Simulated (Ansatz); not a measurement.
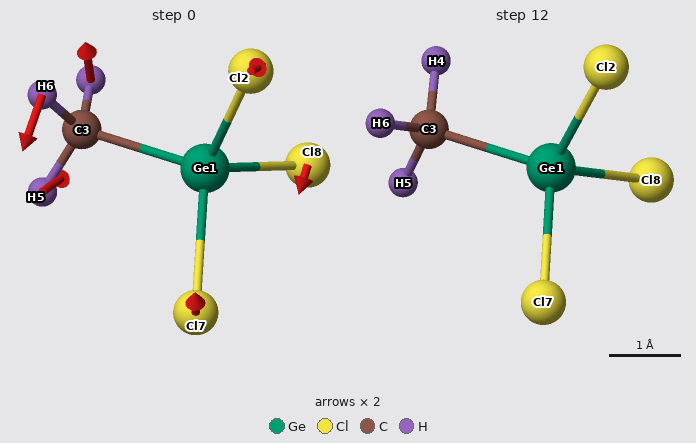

The structure of CH3Cl3Ge before (left) and after (right) a relaxation, at one scale. The red arrows give the displacements, 2 times their true length.

Style: ball-and-stick. Shown from a free direction.

The run prepares the start of a later molecular dynamics calculation, from a guessed geometry.

These are results of RKS PBE/def2-SVP (Ansatz), not measurements. Settings: no spin polarisation; force threshold 0.02 eV/Å; at most 40 steps.

Question: Summarise the run.

Answer: The largest moves after the best rigid fit, 0.43 Å, are those of H4, H5 and H6. By element the largest moves are H 0.43 Å, Cl 0.23 Å, Ge 0.03 Å, C 0.01 Å. Near-neighbour distances that change, for instance: Ge1–Cl2 2.220 → 2.168 Å, Ge1–C3 1.960 → 1.944 Å. Groups turn about Ge1–C3 by about 30°. After 11 accepted moves (12 points after the start) the energy has fallen by 0.088 eV. Largest force component: 0.77 eV/Å at the start, 0.015 eV/Å at the end. The line search rejected the trial step at point 5 of the run. The forces were under the threshold at step 9, but the run went on from there. The run took 16 s on 4 threads of Arm Neoverse V2, with other jobs on the host, peak memory 0.18 GiB.
